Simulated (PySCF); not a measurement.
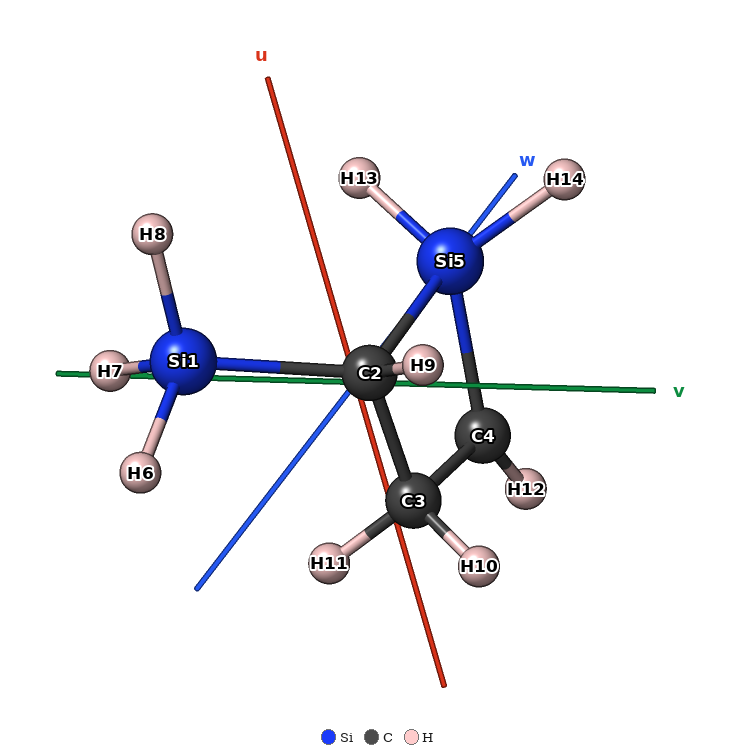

The lines u, v and w are the principal axes of the g tensor. State: neutral, doublet. The geometry was computed by an optimisation with GFN2-xTB. No frequency run is at hand to confirm it as a minimum. Level of theory: UKS B3LYP, pcH-1 on C H Si, non-relativistic, mean-field spin-orbit, GIAO (PySCF 2.14.0).

Along which axis does g lie farthest from the free-electron value?

Answer. Along u (nearly parallel to the C2–C3 bond): the shift is 753 ppm.

Give the principal values and shifts.

```csv
axis,g,shift (ppm)
u,2.00307,753
v,2.00216,−160
w,2.00270,376
```

The geometry is semi-empirical. Around Si such bond lengths and angles can be off by a tenth of an ångström or more and by several degrees, and values that hang on the shape move with them.
